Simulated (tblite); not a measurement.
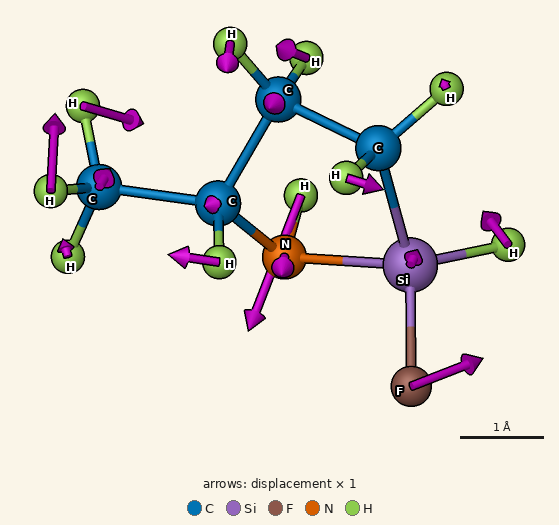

A relaxation of C4H10FNSi. The starting structure is drawn; purple arrows show the displacements, at their true length. The two geometries are superimposed by the best rigid fit.

Style: ball-and-stick. Shown at a tilt.

These are results of tblite, GFN2-xTB geometry optimisation, gas phase, not measurements. 

What did the optimiser do to the structure, and how much energy did it gain?

An H atom moves most after the best rigid fit: 1.88 Å. By element the largest moves are H 1.88 Å, F 1.07 Å, N 0.57 Å, C 0.43 Å, Si 0.30 Å. Near-neighbour distances that change, for instance: N–Si 1.816 → 1.700 Å, F–Si 1.665 → 1.619 Å, H–N 1.048 → 1.005 Å, C–H 1.125 → 1.092 Å. Bond angles that change, for instance: Si–N–H 104.2° → 128.1°, C–N–Si 96.1° → 116.7°, F–Si–H 113.9° → 103.3°. Groups turn about C–C by about 40°, C–C by about 30°. Over 103 geometry steps the energy falls by 101.7 kJ/mol.
